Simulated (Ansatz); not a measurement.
# BF2H: what the fields show

```yaml
atoms:
  - { symbol: F, position_ang: [0.4052, 1.7100, -1.3870] }
  - { symbol: B, position_ang: [0.1597, 0.7552, -0.6117] }
  - { symbol: F, position_ang: [-0.4161, -1.5022, 1.2178] }
  - { symbol: H, position_ang: [-0.2354, -0.7870, 0.6372] }
```

Geometry: PBE0-D4/def2-TZVP; at this geometry the atoms fall into two loosely joined parts.

Method: RKS PBE0-D4/def2-TZVPP (Ansatz 0.2.0).

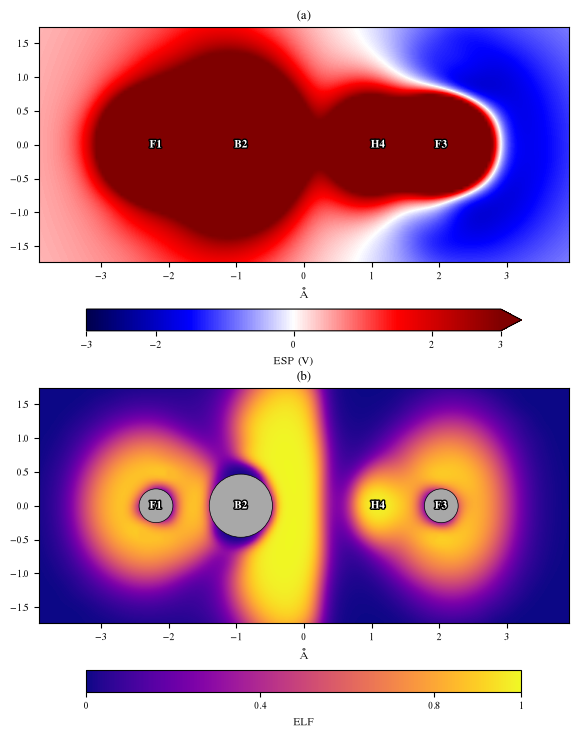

Figure 1. (a) molecular electrostatic potential; (b) ELF on a plane that holds the molecular axis. Grey discs cover the atomic cores in the ELF map.

> Read the bonding off the picture.

- Atoms in the plane: F, B and H.
- B–F (1.25 Å): the ELF peaks at about 0.85 between the atoms: a short, strongly polar bond.
- F–H (0.94 Å): the ELF climbs to about 1 towards the hydrogen, as it does in any bond to H: a covalent bond by its length.
- The ELF also peaks beside F3 and F1, away from the bonds: lone-pair regions.
- Outside the dense part of the molecule the potential is most negative (−1.8 V) near F3.

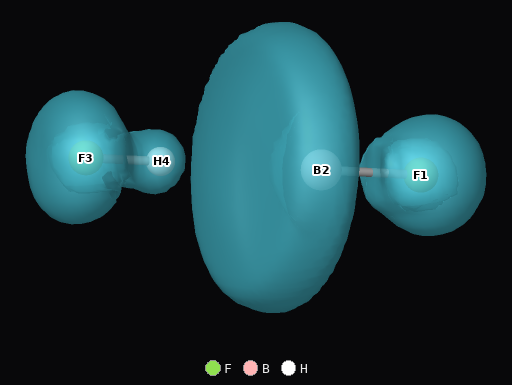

Figure 2. Isosurface of the ELF at 0.8 (cyan), seen from one side. Only the valence region is drawn (cores and ρ < 0.01 e/Å³ removed).

> Describe the localisation domains.

The surface consists of one region on F in which the atom's valence shell and bonds are merged, one lobe on B, pointing away from the bonds (lone pairs) and one joined region spread over several atoms (F, H), in which their bonds and any lone pairs are merged.

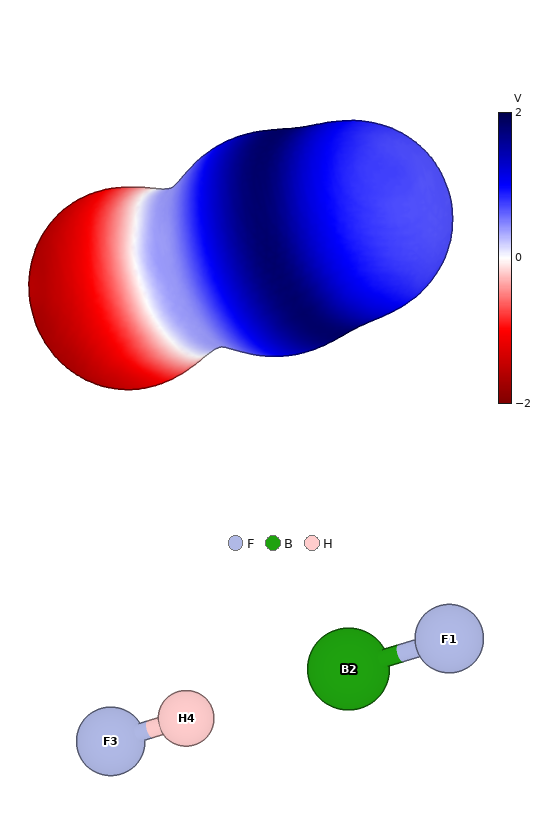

Figure 3. The electrostatic potential painted on the density surface at 0.002 e/bohr³, seen at a tilt; the colour scale runs from red (negative) to blue (positive). The bare structure is drawn below in the same view.

> Where is the surface potential most negative and most positive?

The most negative region (about −1.6 V) lies over F3, the most positive (about +1.8 V) over B2.
